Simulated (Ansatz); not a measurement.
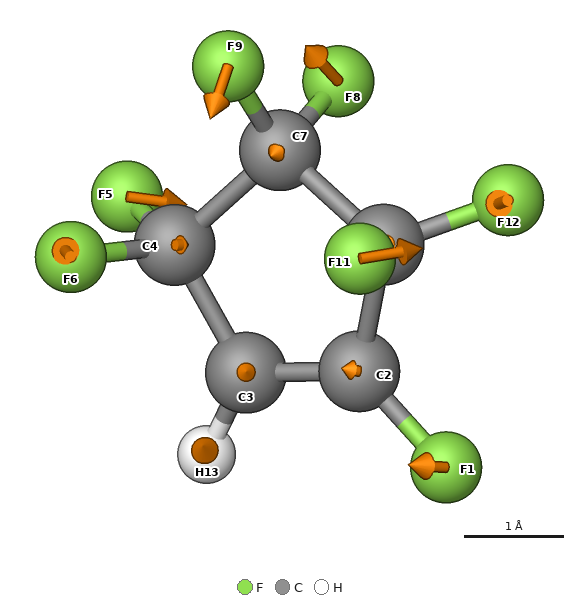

A relaxation of C₅HF₇. The starting structure is drawn; orange arrows show the displacements, magnified 10 times. The two geometries are superimposed by the best rigid fit.

The picture is a ball-and-stick view, seen at a tilt.

The start comes from PBE-D4/def2-SVP.

These are results of RKS PBE0-D4/def2-TZVP in Ansatz, not measurements.

Input file:
```yaml
crystal:
  periodic: [false, false, false]
  atoms:
    - {symbol: F, position_ang: [-1.451860, -2.024715, -0.970083]}
    - {symbol: C, position_ang: [-0.834308, -0.965594, -0.474956]}
    - {symbol: C, position_ang: [-1.351652, 0.261292, -0.287713]}
    - {symbol: C, position_ang: [-0.326598, 1.166950, 0.328354]}
    - {symbol: F, position_ang: [-0.281332, 2.386714, -0.270035]}
    - {symbol: F, position_ang: [-0.563267, 1.372567, 1.657835]}
    - {symbol: C, position_ang: [1.030248, 0.398946, 0.147398]}
    - {symbol: F, position_ang: [1.634849, 0.821057, -0.988245]}
    - {symbol: F, position_ang: [1.865080, 0.571965, 1.188728]}
    - {symbol: C, position_ang: [0.604220, -1.098018, -0.028493]}
    - {symbol: F, position_ang: [0.701615, -1.762172, 1.156181]}
    - {symbol: F, position_ang: [1.371581, -1.745912, -0.937252]}
    - {symbol: H, position_ang: [-2.378075, 0.582018, -0.507118]}
basis:
  gaussian: {orbitals: def2-TZVP}
hamiltonian: {xc: pbe0, dispersion: d4}
relax: {f_tol: 0.005, max_steps: 150}
```

Command:
```bash
ansatz run in.yaml --threads 4 --pin off --events-out ev --progress --plain --max-ram 66560MiB --backend cuda --devices 0, --max-vram 37GiB
```

### Which element moves most?

Fluorine: up to 0.075 Å, against 0.044 Å for hydrogen.

### Describe the change and its energy.

The atom that moves furthest after the best rigid fit is F8 (0.075 Å). Largest moves by element: F 0.075 Å, H 0.044 Å, C 0.022 Å. Near-neighbour distances that change, for instance: C2–C3 1.345 → 1.323 Å, C3–H13 1.098 → 1.081 Å, C10–F11 1.362 → 1.346 Å, C4–F6 1.366 → 1.351 Å. The energy falls by 0.069 eV in 9 accepted moves (10 points after the start). The largest force component goes from 0.73 to 0.0031 eV/Å. The line search rejected the trial step at point 6 of the run.
